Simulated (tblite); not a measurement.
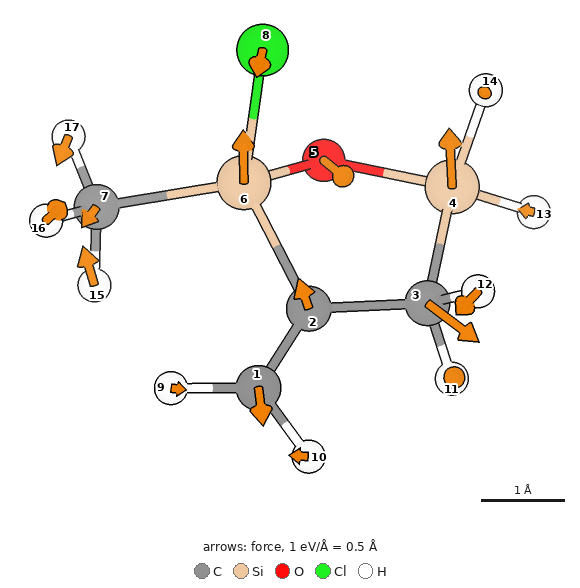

Starting geometry of C₄H₉ClOSi₂ with the computed forces as orange arrows. The picture is a ball-and-stick view, seen at a tilt.

These are results of tblite, GFN2-xTB geometry optimisation, gas phase, not measurements. 

What follows when this structure is relaxed?

Answer. It isn't relaxed: the largest force vector, on O5, is 2.32 eV/Å. The final displacements have little in common with the starting forces (cosine between the two patterns 0.25). The atom that moves furthest after the best rigid fit is H13 (1.11 Å). Largest moves by element: H 1.11 Å, O 0.75 Å, Cl 0.73 Å, Si 0.30 Å, C 0.25 Å. Some distances before and after: Si6–Cl8 2.097 → 2.016 Å, O5–Si6 1.719 → 1.639 Å, Si4–O5 1.709 → 1.640 Å, C3–Si4 1.856 → 1.910 Å. Bond angles that change, for instance: Si4–O5–Si6 101.5° → 120.1°, O5–Si4–H13 114.3° → 106.0°, Si4–C3–H11 106.5° → 114.7°. Groups turn about Si4–O5 by about 45°, C3–Si4 by about 40°, O5–Si6 by about 35°. Over 101 geometry steps the energy falls by 0.826 eV.
